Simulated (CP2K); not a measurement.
**How far to go with the k-point mesh: LaOF (P4mm, 6 atoms in the cell)**

```
LaOF
1.0
    4.08959     0.00000     0.00000
    0.00000     4.08959     0.00000
    0.00000     0.00000     5.84299
La O F
2 2 2
Direct
  0.50000   0.00000   0.72427
  0.00000   0.50000   0.28429
  0.00000   0.00000   0.50000
  0.50000   0.50000   0.50000
  0.50000   0.50000   0.00000
  0.00000   0.00000   0.00000
```

Level of theory: LDA (Pade form), GPW, DZVP-MOLOPT-SR-GTH basis, GTH-PADE potentials (GTH_POTENTIALS) in CP2K 2026.2.

Base settings: CUTOFF = 550 Ry; REL_CUTOFF = 50 Ry; SMEAR/METHOD = FERMI_DIRAC; ELECTRONIC_TEMPERATURE = 580.23 K; KPOINTS/SCHEME = MONKHORST-PACK 3 3 2; GAMMA_CENTERED = T; XC_FUNCTIONAL = PADE; La/BASIS_SET = DZVP-MOLOPT-SR-GTH-q11; La/POTENTIAL = GTH-PADE-q11; O/BASIS_SET = DZVP-MOLOPT-SR-GTH-q6.

Moved along: GAMMA_CENTERED.

The second cell is the first with its lattice scaled by 0.98.

Only quantities that move along the ladder and can be compared are tabulated.

The starting cell comes from a database of computed structures (which also holds hypothetical and non-ambient phases and stackings), without a prior relaxation at this level. Its lattice was rescaled by up to half a per cent. One atom was moved a little off its site on purpose. Values carry the incompleteness of an atom-centred basis. In the base run, with a pressure of about -7 GPa the cell is away from its equilibrium volume at this level.

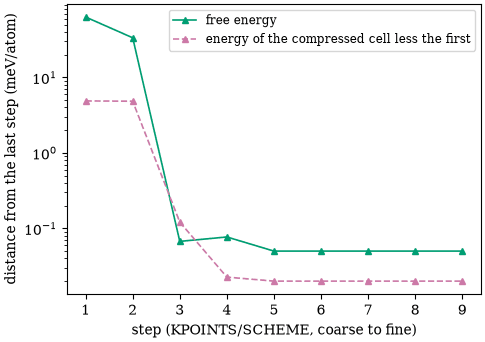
Fig. 1. Distance from the last step along the ladder; very small values are drawn at a floor.

```csv
KPOINTS/SCHEME,free energy less the last step's (meV/atom),energy of the compressed cell less the first (meV/atom),pressure (GPa),largest difference of a force vector from the last step's (eV/Å),gap on the mesh (eV)
MONKHORST-PACK 2 2 1,63.17,-13.36,-5.86,0.131,4.824
MONKHORST-PACK 2 2 2,33.53,-13.40,-5.89,0.077,4.696
MONKHORST-PACK 3 3 2,-0.07,-18.36,-6.62,0.012,4.689
MONKHORST-PACK 4 4 3,0.08,-18.22,-6.60,0.001,4.589
MONKHORST-PACK 5 5 4,0.00,-18.24,-6.61,0.000,4.638
MONKHORST-PACK 6 6 4,0.00,-18.24,-6.61,0.000,4.610
MONKHORST-PACK 6 6 5,0.00,-18.24,-6.61,0.000,4.612
MONKHORST-PACK 7 7 5,0.00,-18.24,-6.61,0.000,4.606
MONKHORST-PACK 8 8 6,0.00,-18.24,-6.61,0.000,4.572
MONKHORST-PACK 9 9 6,0.00,-18.24,-6.61,0.000,4.602
```

Coarsest KPOINTS/SCHEME that holds the pressure within 0.1 GPa of the last step, with all finer ones: MONKHORST-PACK 3 3 2; the step before is off by 0.72 GPa.

Coarsest KPOINTS/SCHEME that holds the forces within 0.01 eV/Å of the last step, with all finer ones: MONKHORST-PACK 4 4 3; the step before is off by 0.012 eV/Å.

Coarsest KPOINTS/SCHEME that holds the free energy within 5 meV/atom of the last step, with all finer ones: MONKHORST-PACK 3 3 2; the step before is off by 34 meV/atom.

Two neighbours can agree and both be off: MONKHORST-PACK 2 2 1 and MONKHORST-PACK 2 2 2 differ by 0.05 meV/atom in the energy of the compressed cell less the first, yet lie about 4.8 meV/atom from the last step.

The gap on the mesh jumps up and down from mesh to mesh; it is no smooth measure of convergence.
